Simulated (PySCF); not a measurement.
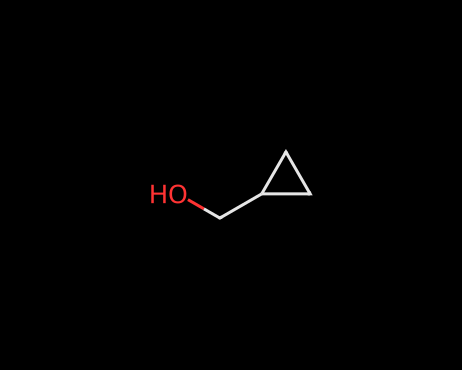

**Give its SMILES.**

OCC1CC1

**Give the formula, hydrogens included.**

C4H8O.

**An optimisation with PBE0-D3(BJ)/def2-SVP gave a structure of which point group?**

C1. Other conformers may differ.

The parts below concern this one geometry. Atoms keep their numbers from picture to picture. The computed structure is the end point of a PBE0-D3(BJ)/def2-SVP optimisation. No frequency run is at hand to confirm it as a minimum.

### Ring current

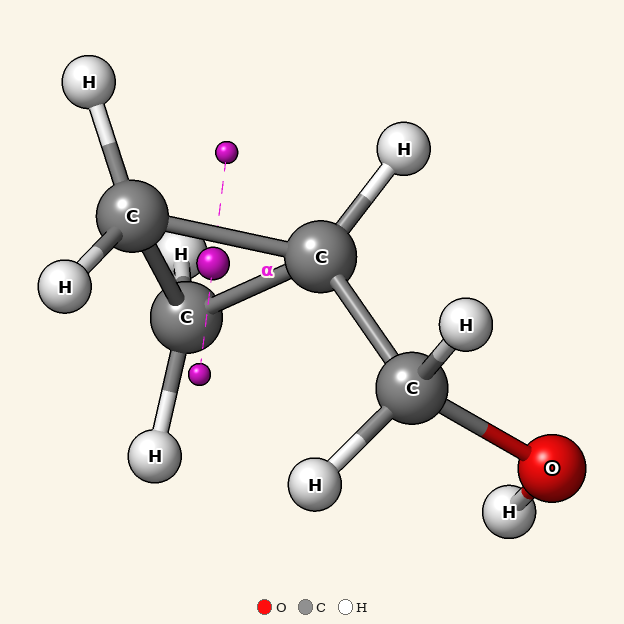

The small points mark where nucleus-independent chemical shifts (NICS) were computed: at the centre of each lettered ring and 1 Å above and below it. No frequency run is at hand to confirm it as a minimum. Level of theory: GIAO CAM-B3LYP/pcSseg-2 NMR shielding, non-relativistic, gas phase (PySCF 2.14.0).

Give NICS(0), NICS(1) and the out-of-plane component NICS(1)zz for each ring (means of the two sides).

```json
{"ring": "α", "members": "C3", "NICS(0)": "−43.5", "NICS(1)": "−9.0", "NICS(1)zz": "−23.7"}
```

Values in ppm.

### Levels of theory compared

No frequency run is at hand to confirm it as a minimum. Program: PySCF 2.14.0.

Compare HOMO–LUMO gap (eV) at these levels: B97-2/pcSseg-2; BHandHLYP/pcSseg-2; CAM-B3LYP/pcSseg-2; LC-wPBE/pcSseg-2; PBE0/6-311+G(2d,p); PBE0/6-31G; PBE0/6-31G*; PBE0/STO-3G; PBE0/def2-SVP; PBE0/def2-TZVP; WP04/pcSseg-2; ωB97X-D/pcSseg-2.

```
             level  HOMO–LUMO gap (eV)
    B97-2/pcSseg-2                8.17
BHandHLYP/pcSseg-2               10.43
CAM-B3LYP/pcSseg-2               10.55
  LC-wPBE/pcSseg-2               13.02
PBE0/6-311+G(2d,p)                8.12
        PBE0/6-31G                9.92
       PBE0/6-31G*               10.07
       PBE0/STO-3G               11.51
     PBE0/def2-SVP                9.42
    PBE0/def2-TZVP                8.94
     WP04/pcSseg-2                8.22
  ωB97X-D/pcSseg-2               12.04
```

### NMR shielding

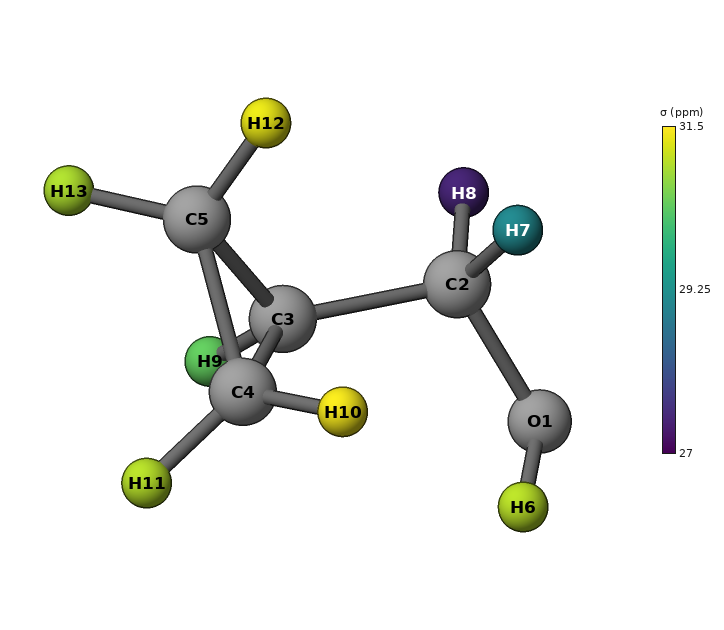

Atoms are coloured by their isotropic NMR shieldings (H only, the others grey). No frequency run is at hand to confirm it as a minimum. Properties computed with GIAO BHandHLYP/pcSseg-2 NMR shielding, non-relativistic, gas phase (PySCF 2.14.0).

**Which H atom is the most shielded (lowest chemical shift)?**

H10 (31.42 ppm).

**Which H atom is the least shielded (highest chemical shift)?**

H8 (27.49 ppm).

**How wide is the range of H shifts?**

3.93 ppm.

List the isotropic NMR shieldings of the H atoms.

```csv
atom,σ (ppm)
H6,31.01
H7,29.10
H8,27.49
H9,30.42
H10,31.42
H11,31.00
H12,31.33
H13,30.94
```

### Dipole moment

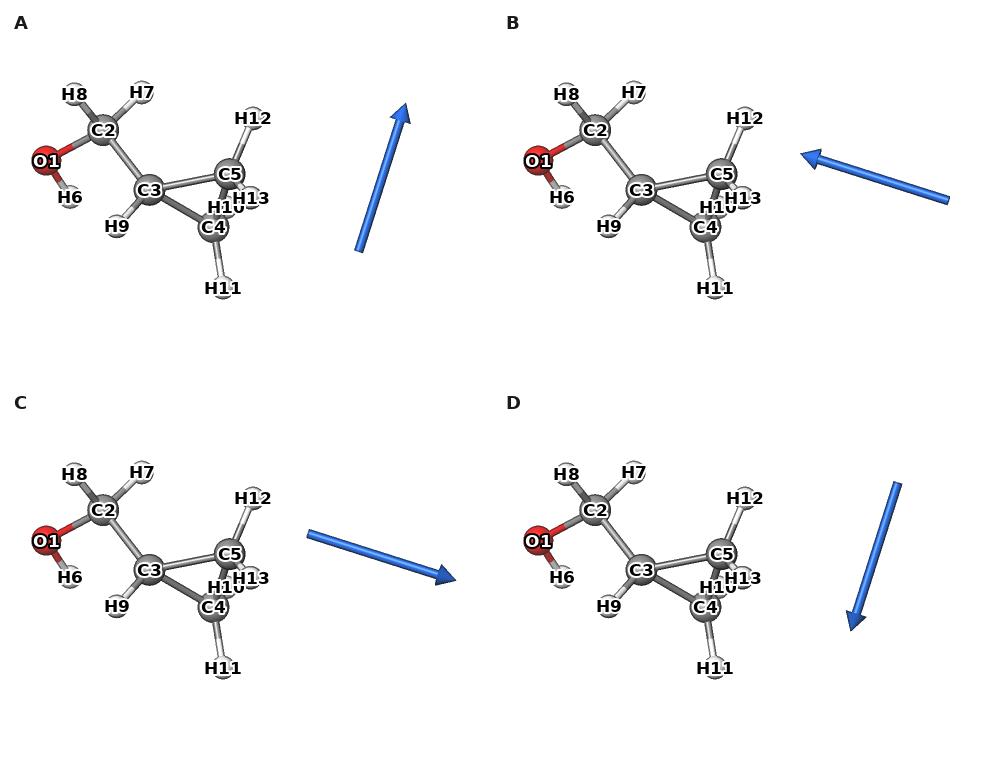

The same molecule four times, each with an arrow. No frequency run is at hand to confirm it as a minimum. Level of theory: BHandHLYP/pcSseg-2, gas phase (PySCF 2.14.0).

**Which arrow points along the dipole moment, from the negative to the positive end?**

C. The dipole moment is 1.83 D; it points from the side of O1 to the side of H13 (the outermost atoms at the two ends).
